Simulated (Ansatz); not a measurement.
Convergence study of the plane-wave cutoff for ZnNi (P4mm, 2 atoms in the cell)

```
CELL_PARAMETERS angstrom
      2.71006     0.00000     0.00000
      0.00000     2.71006     0.00000
      0.00000     0.00000     3.19786
ATOMIC_POSITIONS crystal
  Zn 0.50000 0.50000 0.51563
  Ni 0.00000 0.00000 0.00000
```

Computed with LDA (PW92), default PAW files made with PBE (plane waves; Ansatz, a quantum-chemistry and plane-wave program).

Base settings: basis.ecutwfc = 420 eV; kpoints.mp_grid.grid = 12 12 10; hamiltonian.xc = lda; hamiltonian.pseudopotentials = {kind: paw} (the program's default PAW files); scf.occupations.method = fermi_dirac; scf.occupations.width = 0.1 eV.

The second cell is the first with its lattice scaled by 0.98.

The mesh stays at the base's, so the ladder's end is converged at best in this setting alone.

The first pressure column holds Ansatz's estimate of the finite-basis (Pulay) stress, which hides part of the cutoff error; the other is without it.

Only quantities that move along the ladder and can be compared are tabulated.

The count of work is k-points × plane waves × bands × iterations; it is no time. 

The starting cell comes from a database of computed structures (which also holds hypothetical and non-ambient phases and stackings), without a prior relaxation at this level. Its lattice was rescaled by up to half a per cent. One atom was moved a little off its site on purpose. Spin polarisation is off. In the base run, with a pressure of about -10 GPa the cell is away from its equilibrium volume at this level.

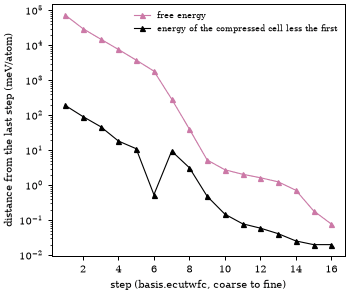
Fig. 1. Distance from the last step along the ladder; very small values are drawn at a floor.

```tsv
basis.ecutwfc	free energy less the last step's (meV/atom)	energy of the compressed cell less the first (meV/atom)	pressure (GPa)	pressure without the Pulay estimate (GPa)	largest difference of a force vector from the last step's (eV/Å)	count of work / last
145 eV	73310.50	169.42	16.38	-3442.25	1.200	0.11
170 eV	29989.60	69.73	3.92	-1612.87	1.391	0.094
190 eV	15025.09	25.03	-22.49	-905.72	0.482	0.11
210 eV	7613.10	-40.42	-15.87	-516.87	0.118	0.11
230 eV	3782.90	-33.16	-12.29	-292.78	0.133	0.13
250 eV	1829.47	-22.63	-9.74	-164.61	0.094	0.13
295 eV	290.98	-12.66	-7.50	-42.75	0.041	0.19
335 eV	40.16	-18.94	-9.19	-15.56	0.012	0.19
380 eV	5.27	-21.62	-9.76	-10.30	0.002	0.23
420 eV	2.76	-21.95	-9.82	-9.91	0.000	0.28
460 eV	2.06	-22.02	-9.83	-9.89	0.000	0.31
505 eV	1.64	-22.04	-9.84	-9.87	0.000	0.36
565 eV	1.25	-22.06	-9.84	-9.88	0.000	0.42
630 eV	0.72	-22.07	-9.84	-9.89	0.000	0.49
735 eV	0.19	-22.09	-9.85	-9.86	0.000	0.62
840 eV	0.08	-22.10	-9.85	-9.85	0.000	0.78
1010 eV	0.00	-22.10	-9.85	-9.85	0.000	1.0
```

Coarsest basis.ecutwfc that holds the forces within 0.01 eV/Å of the last step, with all finer ones: 380 eV, at 0.23 of the last step's count of work; the step before is off by 0.012 eV/Å.

Coarsest basis.ecutwfc that holds the free energy within 0.5 meV/atom of the last step, with all finer ones: 735 eV; the step before is off by 0.72 meV/atom.

Coarsest basis.ecutwfc that holds the pressure without the Pulay estimate within 0.2 GPa of the last step, with all finer ones: 420 eV, at 0.28 of the last step's count of work; the step before is off by 0.45 GPa.

The energy difference between the two cells stays within 1 meV/atom of the last step's from 380 eV on, the total only from 630 eV on: much of the error is common to both cells and cancels.

At the lowest cutoff the pressure without the Pulay estimate lies 3430 GPa under the last step's, the usual sign of Pulay stress in an incomplete plane-wave basis.

Keys are those of Ansatz 0.2.
